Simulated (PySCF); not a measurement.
## Atomic calculation, with input and output: Be⁺

Be⁺, configuration 1s2 2p1, multiplicity 2. Computed at this level: unrestricted revPBE, aug-cc-pCVQZ-DK, spin-free X2C-1e, Gaussian nucleus (PySCF).

**Key numbers**

- outcome: converged
- total energy: −14.209802 hartree
- ⟨S²⟩: 0.750
- ⟨L²⟩: 2.00
- SCF iterations: 5
- hardware: 1 CPU thread, shared host
- CPU time: 1.2 s (integrals apart)

**Remarks**

The driver held the occupations shell by shell, and empty s levels lie below the filled 2p. This is not the ground configuration of the species.

**Input file**
```python
from pyscf import gto, scf, dft, mp, cc
import basis_set_exchange as bse
mol = gto.M(atom="Be 0 0 0", charge=1, spin=1, symmetry="D2h",
            basis=gto.basis.parse(bse.get_basis("aug-cc-pCVQZ-DK", elements=["Be"], fmt="nwchem")),
            nucmod="G")
mf = dft.UKS(mol, xc="PBE_R,PBE").sfx2c1e()
mf.irrep_nelec = {'Ag': (1, 1), 'B2u': (1, 0)}
mf.kernel()
```

The script is an equivalent of what the driver set up; the driver started from orbitals of its own, so the log can be shorter than this script's would be, and it computed the properties (radii, ⟨L²⟩, response) afterwards. It held the occupations shell by shell, which the script's counts by irreducible representation don't always enforce.

**Log (extracts)**
```
damping factor = 0
level_shift factor = 0
DIIS = <class 'pyscf.scf.diis.CDIIS'>
diis_start_cycle = 1
diis_space = 10
diis_damp = 0
SCF conv_tol = 1e-09
SCF conv_tol_grad = None
number electrons alpha = 2  beta = 1
XC functionals = PBE_R,PBE
    Y. Zhang and W. Yang.,  Phys. Rev. Lett. 80, 890 (1998)
    J. P. Perdew, K. Burke, and M. Ernzerhof.,  Phys. Rev. Lett. 77, 3865 (1996)
    J. P. Perdew, K. Burke, and M. Ernzerhof.,  Phys. Rev. Lett. 78, 1396 (1997)
cycle= 1 E= -14.2097953785975  delta_E= -0.00207  |g|= 0.0054  |ddm|= 0.193
cycle= 2 E= -14.2098014414492  delta_E= -6.06e-06  |g|= 0.0006  |ddm|= 0.0233
cycle= 3 E= -14.2098015142481  delta_E= -7.28e-08  |g|= 7.76e-05  |ddm|= 0.00257
cycle= 4 E= -14.2098015156968  delta_E= -1.45e-09  |g|= 3.63e-06  |ddm|= 0.000571
cycle= 5 E= -14.2098015157022  delta_E= -5.42e-12  |g|= 2.35e-07  |ddm|= 2.16e-05
converged SCF energy = -14.2098015157022  <S^2> = 0.75001379  2S+1 = 2.0000138
```

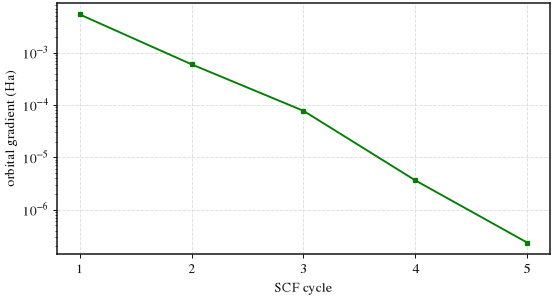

Figure 1. Convergence: orbital gradient against the SCF cycle. The residual falls at every step. It goes from 0.0054 to 2.4×10⁻⁷ in 5 steps.

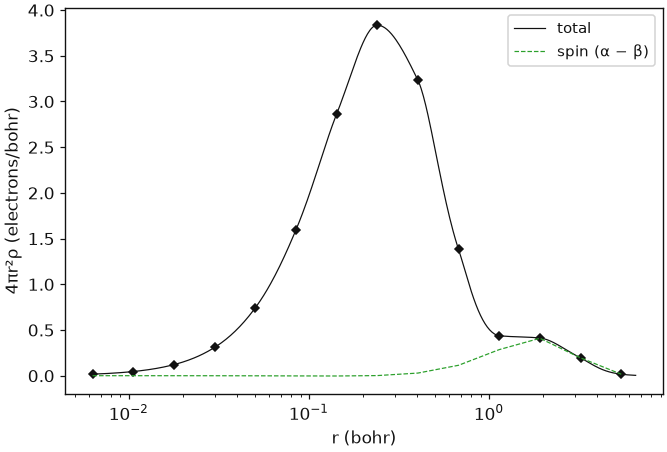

Figure 2. Spherically averaged radial density 4πr²ρ of the mean field and its spin part; markers are the stored points, which are sparse, and the line is a monotone interpolation between them. The largest stored value is 3.83 electrons/bohr at r = 0.24 bohr. Root-mean-square radii of the shells: 1s 0.488, 2p 2.56 bohr.
